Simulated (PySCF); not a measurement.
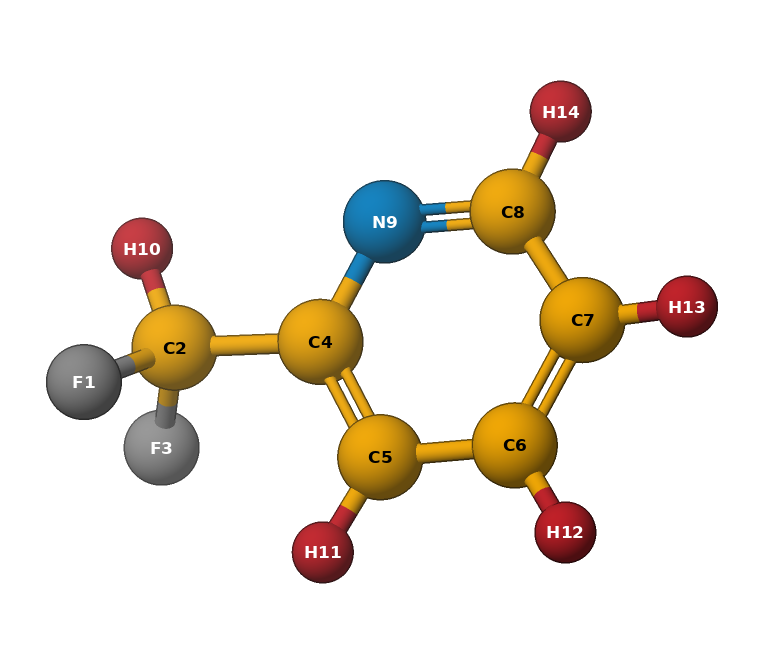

The geometry was computed by an optimisation with GFN2-xTB. No frequency run is at hand to confirm it as a minimum. Method: B3LYP/pcJ-1 indirect spin-spin coupling, non-relativistic, gas phase (PySCF 2.14.0). Isotopes: 13C, 19F, 1H, 15N.

Give the spin–spin coupling constants of these pairs, with the number of bonds between them: F1/C2, C2/F3, F1/F3, F1/H10, F1/C4, F3/H10, F3/C4, F3/N9.

```tsv
pair	bonds apart	J (Hz)
F1, C2	1	−295.9
C2, F3	1	−295.8
F1, F3	2	297.8
F1, H10	2	61.3
F1, C4	2	28.4
F3, H10	2	61.3
F3, C4	2	28.4
F3, N9	3	−5.7
```

Density functionals are unreliable for couplings to fluorine, so those rows may be far off.
